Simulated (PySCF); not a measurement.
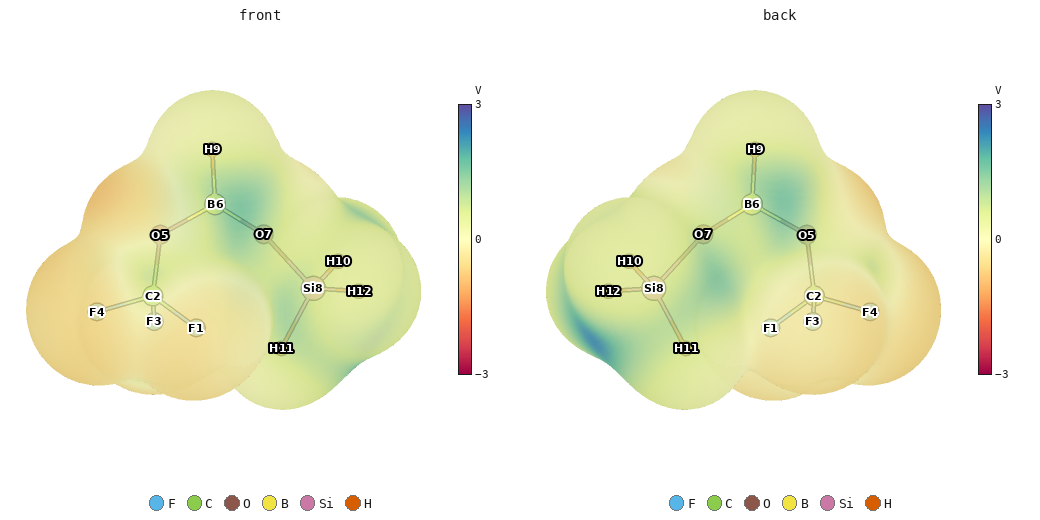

Figure. CH4BF3O2Si (SMILES FC(F)(F)OBO[SiH3]). The electrostatic potential painted on the density surface at 0.002 e/bohr³, seen from the front and from behind; red is negative and blue positive.

Geometry: GFN2-xTB.

All numbers below come from PBE0/pcSseg-1, SCF density, gas phase, non-relativistic (PySCF).

```xyz
12

F     1.1275    1.5410    0.1340
C     1.7586    0.3693   -0.0697
F     1.4619    0.0199   -1.3353
F     3.0631    0.6495   -0.0631
O     1.4777   -0.5509    0.8148
B     0.1822   -1.0222    1.0595
O    -0.8648   -0.5853    0.4290
Si   -1.8887    0.2208   -0.5546
H     0.1490   -1.8444    1.8902
H    -2.7751   -0.8411   -1.0238
H    -1.1696    0.8617   -1.6519
H    -2.5206    1.1810    0.3449
```

Where is the surface potential most negative and most positive?

The most negative region (about −0.8 V) lies over O5, the most positive (about +2.2 V) over Si8.

How polar is the molecule by this calculation?

Its dipole moment is 2.37 D.
